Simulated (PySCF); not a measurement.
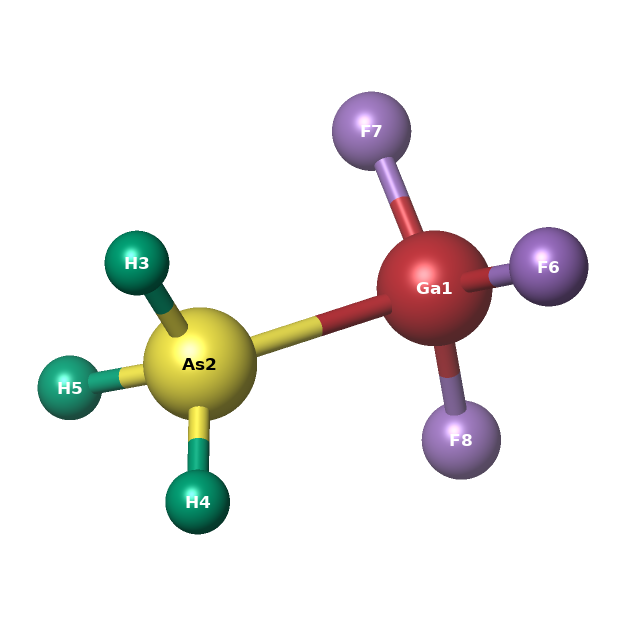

The atoms are numbered. The computed structure is the end point of a PBE0-D3(BJ)/def2-SVP optimisation. No frequency run is at hand to confirm it as a minimum.

What is the geometry at Ga1?

Answer. Ga1 has 4 neighbours (As2 at 2.57, F6 at 1.75, F7 at 1.75, F8 at 1.75 Å); the arrangement is tetrahedral.

What is the geometry at As2?

Answer. As2 has 4 neighbours (Ga1 at 2.57, H3 at 1.50, H4 at 1.50, H5 at 1.50 Å); the arrangement is tetrahedral.
